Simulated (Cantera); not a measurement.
Feed: 1 mol Si, a varied amount of HCl, at 748.15 K and 293 Torr.

Cantera equilibrium calculation (NASA polynomials, part measured and part estimated; ideal gas, pure solids and liquids). Candidate condensed phases: Si; 19 gas species. The tables' values for SiCl3 are old estimates; treat these amounts as uncertain. Equilibrium is a limit: real reactors are often held back by kinetics, nucleation or transport.

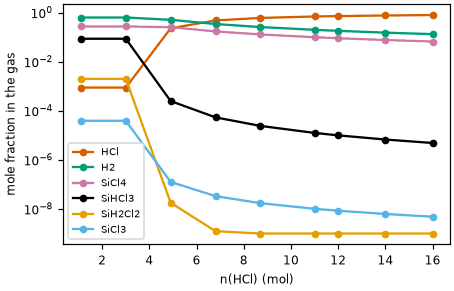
Figure: Equilibrium gas composition (values under 1e-9 drawn at 1e-9)

### Question
Read off the mole fractions at 1.1 mol HCl.

### Answer
H2 about 0.64, SiCl4 about 0.27, SiHCl3 about 0.087, SiH2Cl2 about 0.0020, HCl about 0.00089, SiCl3 about 3.9e-5.
